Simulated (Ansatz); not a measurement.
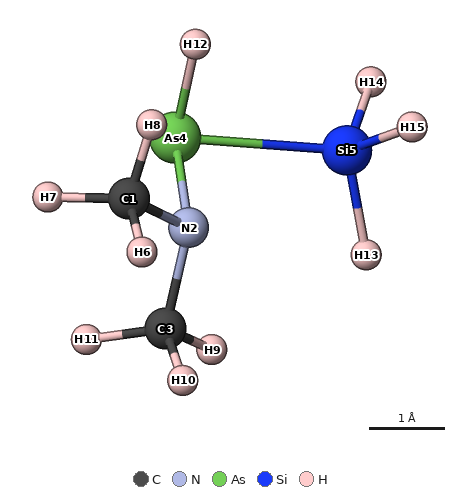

Fig. 1: The input geometry of run A (ball-and-stick view, seen at a tilt; atoms are numbered from 1 in the order of the input). Bond lengths as drawn: As–H 1.53 Å, As–N 1.90 Å, As–Si 2.37 Å, C–H 1.09 to 1.10 Å, C–N 1.45 Å and H–Si 1.48 to 1.49 Å.

## C₂H₁₀AsNSi: one change and its effect

System: C₂H₁₀AsNSi, SMILES CN(C)[AsH][SiH3].
Method of run A: RKS B2PLYP (frozen core)/def2-TZVPP (Ansatz 0.2.0).

The geometry comes from this level: PBE0-D4/def2-TZVP. Text and figures count atoms from 1; the logs count them from 0 in places.

The input, run A:
```yaml
crystal:
  periodic: [false, false, false]
  atoms:
    - {symbol: C, position_ang: [-1.534886, -0.021423, 1.226403]}
    - {symbol: N, position_ang: [-0.313404, 0.169620, 0.474941]}
    - {symbol: C, position_ang: [0.740012, 0.712273, 1.309088]}
    - {symbol: As, position_ang: [0.275140, -1.418921, -0.375103]}
    - {symbol: Si, position_ang: [0.977741, -0.245202, -2.313556]}
    - {symbol: H, position_ang: [-1.837439, 0.935822, 1.664442]}
    - {symbol: H, position_ang: [-1.441522, -0.748913, 2.051498]}
    - {symbol: H, position_ang: [-2.336945, -0.355379, 0.565191]}
    - {symbol: H, position_ang: [1.650455, 0.862936, 0.723416]}
    - {symbol: H, position_ang: [0.427849, 1.690235, 1.689581]}
    - {symbol: H, position_ang: [0.991952, 0.077837, 2.175805]}
    - {symbol: H, position_ang: [-1.075212, -1.724725, -1.017332]}
    - {symbol: H, position_ang: [2.103619, 0.644529, -1.922813]}
    - {symbol: H, position_ang: [1.471289, -1.204767, -3.339478]}
    - {symbol: H, position_ang: [-0.120448, 0.575378, -2.882882]}
basis:
  gaussian: {orbitals: def2-TZVPP}
hamiltonian: {xc: {name: B2PLYP}}
```

Launched with:
```bash
ansatz run in.yaml --threads 4 --pin off --events-out ev --progress --plain --max-ram 11315MiB
```

Hardware: 4 threads of AMD EPYC, 149 GiB of memory available, shared host.

Output (run A):
```
Functional definition: B2PLYP
  parameter a = 0.53
  parameter c = 0.27
  exchange = (1 - a)*b88_x + a*exact_x
  correlation = (1 - c)*lyp_c + c*(mp2_os + mp2_ss)
1898 factors; integrals over basis functions are off by at most 8.4e-4 eV
mean field evaluation 1: about -72415.9040 eV, gradient 4.9e1 eV
mean field evaluation 2: about -72416.0779 eV, gradient 4.9e1 eV
mean field evaluation 4: about -72421.5250 eV, gradient 9.0e0 eV
mean field evaluation 8: about -72421.6884 eV, gradient 4.3e-1 eV
mean field evaluation 16: about -72421.6889 eV, gradient 2.2e-4 eV
mean field -72421.68888287 eV, -2661.4479772617 hartree, gradient 3.6e-6 eV, S^2 0.000000; 0 other end points of the search recorded, 0 dependent functions left out
17 core orbitals not correlated: weight in the atoms' cores, before any rotation towards them, 1.000 or more for the frozen orbitals, at most 0.000 for the correlated occupied ones
reference -72421.68909231 eV, -2661.4479849584 hartree; 21, 21 occupied and 285, 285 virtual orbitals, 1898 factors
second order -32.18215755 eV of doubles, -0.00000000 eV of singles
Total energy: -72430.37827485 eV, -2661.7673065270 hartree
```

The input of run B differs as follows (lines with − go, lines with + come):
```diff
-hamiltonian: {xc: {name: B2PLYP}}
+hamiltonian: {xc: {name: PBE-QIDH}}
```

How does run B compare with run A?

The total energies belong to different methods, so their difference says nothing on which is more stable or more accurate. The functional changes from B2PLYP to PBE-QIDH.

Output (run B):
```
Functional definition: PBE-QIDH
  parameter a = 3^(-1/3)
  parameter c = 1/3
  exchange = (1 - a)*pbe_x + a*exact_x
  correlation = (1 - c)*pbe_c + c*(mp2_os + mp2_ss)
1898 factors; integrals over basis functions are off by at most 8.4e-4 eV
mean field evaluation 1: about -72406.1257 eV, gradient 4.1e1 eV
mean field evaluation 2: about -72406.3594 eV, gradient 4.1e1 eV
mean field evaluation 4: about -72410.4127 eV, gradient 6.3e0 eV
mean field evaluation 8: about -72410.5023 eV, gradient 3.0e-1 eV
mean field evaluation 16: about -72410.5027 eV, gradient 1.6e-4 eV
mean field -72410.50266315 eV, -2661.0368912692 hartree, gradient 8.2e-6 eV, S^2 0.000000; 0 other end points of the search recorded, 0 dependent functions left out
17 core orbitals not correlated: weight in the atoms' cores, before any rotation towards them, 1.000 or more for the frozen orbitals, at most 0.000 for the correlated occupied ones
reference -72410.50267888 eV, -2661.0368918474 hartree; 21, 21 occupied and 285, 285 virtual orbitals, 1898 factors
second order -29.89075322 eV of doubles, -0.00000000 eV of singles
Total energy: -72420.46626329 eV, -2661.4030468208 hartree
```

The two runs side by side:

| quantity | run A | run B |
| --- | --- | --- |
| outcome | converged | converged |
| total energy (hartree) | −2661.767307 | −2661.403047 |
| basis functions | 323 | 323 |
| wall time (shared host) | 5.5 s | 5.5 s |
